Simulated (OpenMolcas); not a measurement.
**Run report: C2H7NSi, excited-state calculation**

The run: excited-state calculation of C2H7NSi, SMILES C=N[SiH2]C. Method and program: CASPT2/ANO-XS-VDZ, DKH2 (OpenMolcas 26.06).

The geometry comes from this level: PBE0-D4/def2-TZVP.

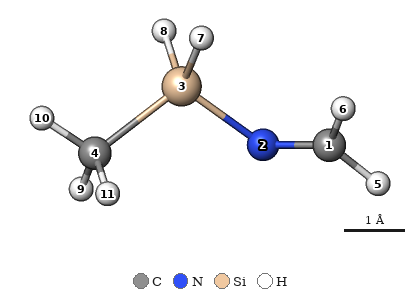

The structure as given in the input (ball-and-stick view, seen at a tilt; atoms are numbered from 1 in the order of the input). Bond lengths as drawn: C–H 1.09 to 1.10 Å, C–N 1.26 Å, C–Si 1.86 Å, H–Si 1.49 to 1.50 Å and N–Si 1.75 Å.

**Outcome**

| quantity | value |
| --- | --- |
| outcome | refused by the program |
| basis functions | 54 |
| hardware | 1 thread of AMD EPYC (Zen 3), 128 GiB of memory available, shared host |

**Diagnosis**

Some settings of this run were drawn to be unusual or wrong (dras set to 54 (from default)). The program refused the input.

**Input**
```
* C2H7NSi CASPT2
>>> EXPORT MOLCAS_PRINT=2

&GATEWAY
  BasisSet
  C.ANO-XS-VDZ....
  C1 -0.763200 2.027200 0.389900 angstrom
  C4 1.068600 -1.271000 -0.713200 angstrom
  End of Basis
  BasisSet
  N.ANO-XS-VDZ....
  N2 -0.749500 1.001600 -0.336400 angstrom
  End of Basis
  BasisSet
  Si.ANO-XS-VDZ....
  Si3 -0.379200 -0.602800 0.247400 angstrom
  End of Basis
  BasisSet
  H.ANO-XS-VDZ....
  H5 -0.997700 3.009000 -0.039500 angstrom
  H6 -0.550300 2.023600 1.471900 angstrom
  H7 -0.075100 -0.581600 1.713400 angstrom
  H8 -1.590400 -1.434700 0.023400 angstrom
  H9 0.849500 -1.270200 -1.783000 angstrom
  H10 1.292800 -2.296000 -0.407900 angstrom
  H11 1.959900 -0.662200 -0.545500 angstrom
  End of Basis
  Finite

&SEWARD
  Relativistic=R02E00

&RASSCF
  FileOrb=$CurrDir/step2.RasOrb
  Spin=1
  Nactel=8 0 0
  Inactive=16
  Ras2=61
  CIRoot=3 3 1
  OrbListing=Nothing

&CASPT2
  Multistate=all
```

Command:
```bash
export MOLCAS_MEM=1860
pymolcas step10.inp > step10.log
```

**The program's output**
```
--- Start Module: gateway ---

                                              &GATEWAY

                       available to each process: 1.9 GB of memory, 1 thread

++    Symmetry information:
      ---------------------

                    Character Table for C1

                             E
                    a        1  x, y, xy, Rz, z, xz, Ry, yz, Rx, I
--

++    Basis set information:
      ----------------------

      Basis set label: C.ANO-XS...3S2P.

      Electronic valence basis set:
      ------------------
      Associated Effective Charge   6.000000 au
      Associated Actual Charge      6.000000 au
      Nuclear Model: Finite nucleus - Gaussian distribution
        Gaussian exponent, Xi/bohr**(-2):  6.80775E+08

      Shell  nPrim  nBasis  Cartesian Spherical Contaminant
         s       8       3        X
         p       4       2        X

      Basis set label: N.ANO-XS...3S2P.

      Electronic valence basis set:
      ------------------
      Associated Effective Charge   7.000000 au
      Associated Actual Charge      7.000000 au
      Nuclear Model: Finite nucleus - Gaussian distribution
        Gaussian exponent, Xi/bohr**(-2):  6.28656E+08

      Shell  nPrim  nBasis  Cartesian Spherical Contaminant
         s       8       3        X
         p       4       2        X

      Basis set label: SI.ANO-XS...4S3P.

      Electronic valence basis set:
      ------------------
      Associated Effective Charge  14.000000 au
      Associated Actual Charge     14.000000 au
      Nuclear Model: Finite nucleus - Gaussian distribution
        Gaussian exponent, Xi/bohr**(-2):  4.34677E+08

      Shell  nPrim  nBasis  Cartesian Spherical Contaminant
         s      11       4        X
         p       7       3        X

      Basis set label: H.ANO-XS...2S.

      Electronic valence basis set:
      ------------------
      Associated Effective Charge   1.000000 au
      Associated Actual Charge      1.000000 au
      Nuclear Model: Finite nucleus - Gaussian distribution
        Gaussian exponent, Xi/bohr**(-2):  2.12482E+09

      Shell  nPrim  nBasis  Cartesian Spherical Contaminant
         s       4       2        X
--

++    Molecular structure info:
      -------------------------

                    ************************************************
                    **** Cartesian Coordinates / bohr, angstrom ****
                    ************************************************

     Center  Label                x              y              z                     x              y              z
        1      C1              -1.442239       3.830853       0.736804             -0.763200       2.027200       0.389900
        2      C4               2.019361      -2.401842      -1.347753              1.068600      -1.271000      -0.713200
        3      N2              -1.416350       1.892750      -0.635704             -0.749500       1.001600      -0.336400
        4      SI3             -0.716584      -1.139127       0.467518             -0.379200      -0.602800       0.247400
        5      H5              -1.885380       5.686186      -0.074644             -0.997700       3.009000      -0.039500
        6      H6              -1.039916       3.824050       2.781488             -0.550300       2.023600       1.471900
        7      H7              -0.141918      -1.099065       3.237857             -0.075100      -0.581600       1.713400
        8      H8              -3.005420      -2.711190       0.044220             -1.590400      -1.434700       0.023400
        9      H9               1.605322      -2.400330      -3.369382              0.849500      -1.270200      -1.783000
       10      H10              2.443038      -4.338811      -0.770819              1.292800      -2.296000      -0.407900
       11      H11              3.703674      -1.251377      -1.030846              1.959900      -0.662200      -0.545500

                    ***************************************
                    *    InterNuclear Distances / bohr    *
                    ***************************************

               1 C1            2 C4            3 N2            4 SI3           5 H5            6 H6
    1 C1       0.000000
    2 C4       7.427956        0.000000
    3 N2       2.375014        5.545687        0.000000
    4 SI3      5.029889        3.517820        3.301370        0.000000
    5 H5       2.072941        9.071053        3.863280        6.945856        0.000000
    6 H6       2.083900        8.072889        3.943199        5.485629        3.512812        0.000000
    7 H7       5.678925        5.234135        5.057628        2.829597        7.749319        5.025110
    8 H8       6.761770        5.223190        4.917693        2.808796        8.472576        7.352904
    9 H9       8.060771        2.063593        5.918955        4.658721        9.403831        9.141848
   10 H10      9.171244        2.064995        7.331131        4.664190       10.941683        9.559401
   11 H11      7.445406        2.064197        6.021322        4.668659        8.960001        7.924361

               7 H7            8 H8            9 H9           10 H10          11 H11
    7 H7       0.000000
    8 H8       4.582348        0.000000
    9 H9       6.957136        5.745281        0.000000
   10 H10      5.766059        5.744488        3.348433        0.000000
   11 H11      5.747487        6.949732        3.345434        3.345007        0.000000

                    *******************************************
                    *    InterNuclear Distances / angstrom    *
                    *******************************************

               1 C1            2 C4            3 N2            4 SI3           5 H5            6 H6
    1 C1       0.000000
    2 C4       3.930705        0.000000
    3 N2       1.256803        2.934651        0.000000
    4 SI3      2.661703        1.861550        1.747010        0.000000
    5 H5       1.096953        4.800195        2.044360        3.675589        0.000000
    6 H6       1.102753        4.271989        2.086651        2.902870        1.858900        0.000000
    7 H7       3.005157        2.769785        2.676381        1.497358        4.100763        2.659174
    8 H8       3.578175        2.763993        2.602331        1.486351        4.483494        3.890989
    9 H9       4.265576        1.092006        3.132176        2.465289        4.976293        4.837658
   10 H10      4.853213        1.092748        3.879467        2.468183        5.790089        5.058617
   11 H11      3.939939        1.092326        3.186346        2.470548        4.741428        4.193391

               7 H7            8 H8            9 H9           10 H10          11 H11
    7 H7       0.000000
    8 H8       2.424874        0.000000
    9 H9       3.681558        3.040272        0.000000
   10 H10      3.051267        3.039852        1.771914        0.000000
   11 H11      3.041439        3.677640        1.770327        1.770101        0.000000

                    **************************************
                    *    Valence Bond Angles / degree    *
                    **************************************
                          Atom centers                 Phi
                      3 N2       1 C1       5 H5       120.43
                      3 N2       1 C1       6 H6       124.21
                      5 H5       1 C1       6 H6       115.36
                      9 H9       2 C4      10 H10      108.39
                      9 H9       2 C4      11 H11      108.28
                     10 H10      2 C4      11 H11      108.21
                      7 H7       4 SI3      8 H8       108.72
--

            Nuclear Potential Energy            159.52287200 au

--- Stop Module: gateway /rc=_RC_ALL_IS_WELL_ ---

--- Start Module: seward ---

                                              &SEWARD

                       available to each process: 1.9 GB of memory, 1 thread

               SEWARD will generate:
                  Multipole Moment integrals up to order  2
                  Kinetic Energy integrals
                  Nuclear Attraction integrals (finite nuclei - Gaussian type)
                  One-Electron Hamiltonian integrals
                  Velocity integrals
                  Relativistic Douglas-Kroll-Hess integrals:
                    - Parametrization         : EXP
                    - DKH order of Hamiltonian: 2
                    - DKH order of Properties : 0
                         - multipole moment operators
                         - electric potential operators
                         - contact operators
                  Orbital angular momentum around ( -0.4281   0.1297  -0.0319 )
                  Velocity quadrupole around ( -0.4281   0.1297  -0.0319 )
                  Two-Electron Repulsion integrals

                   Integrals are discarded if absolute value <: 1.00E-14
                   Integral cutoff threshold is set to       <: 1.00E-16

            Nuclear Potential Energy            159.52287200 au

      Basis set specifications :
      Symmetry species         a
      Basis functions           54

--- Stop Module: seward /rc=_RC_ALL_IS_WELL_ ---
--- Module seward spent 2 seconds ---

--- Start Module: rasscf ---

                                              &RASSCF

                       available to each process: 1.9 GB of memory, 1 thread

 ****************** ERROR *******************
 ###############################################################################
 ###    ERROR: Erroneous nr of orbitals.                                     ###
 ###############################################################################
 Inappropriate nr of orbitals. One or more of
 these orbital counts is wrong or too large.
  Negative values.
    All orbitals:  54
          Frozen:   0
        Inactive:  16
          Active:  61
           RAS-1:   0
           RAS-2:  61
           RAS-3:   0
       Secondary: -23
         Deleted:   0
 Basis functions:  54
  Have you used a too small basis set?
 ********************************************
--- Stop Module: rasscf /rc=_RC_INPUT_ERROR_ ---

.####################.
.# User input error #.
.####################.

    Timing: Wall=2.66 User=1.96 System=0.59
```
